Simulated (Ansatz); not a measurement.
# Ligand exchange: C3H7Br + C2H8Si2 → C3H10Si + C2H5BrSi

Species: C3H7Br (2-bromopropane) `CC(C)Br`, singlet; C2H8Si2 `C=C[SiH2][SiH3]`, singlet; C3H10Si `CC(C)[SiH3]`, singlet; C2H5BrSi `C=C[SiH2]Br`, singlet. The partners trade Br for SiH3: C–Br and Si–SiH3 bonds give way to C–SiH3 and Si–Br.

Shapes, held fixed at every level: PBE0-D4/def2-TZVP. Flexible molecules stand in one conformer, not always the lowest. Programs: Ansatz 0.2.0. The zero-point and thermal change to 298 K, harmonic and unscaled (PBE0-D4/def2-TZVP), is +1.3 kJ/mol.

| level | kind | ΔH(298 K) (kJ/mol) | less CCSD(T)/def2-TZVPP |
| --- | --- | --- | --- |
| SPW92/def2-TZVPP | LDA | -104.9 | +10.5 |
| r2SCAN-D4/def2-TZVPP | meta-GGA | -114.5 | +0.9 |
| PBE0-D4/def2-TZVPP | global hybrid | -112.1 | +3.3 |
| wB97X-V/def2-TZVPP | range-separated hybrid | -117.8 | -2.4 |
| MP2/def2-SVP | perturbation theory | -125.3 | -9.9 |
| CCSD/def2-TZVPP | coupled cluster or CI | -118.2 | -2.8 |
| CCSD(T)/def2-TZVPP | coupled cluster or CI | -115.4 | 0.0 |

The highest level, CCSD(T)/def2-TZVPP, gives ΔH(298 K) = -115.4 kJ/mol; the levels span -125.3 to -104.9. The column of differences is taken from that level and isn't an error. No measured value is set beside it here. Relativity is left out for Br unless named. Correlated rows may include outer-core shells of Br, which these sets cover unevenly.

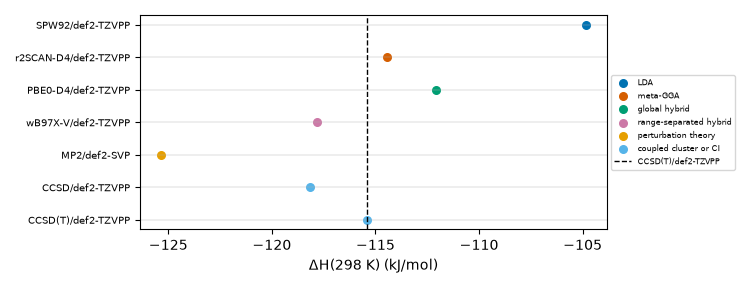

The values of the table, level by level.
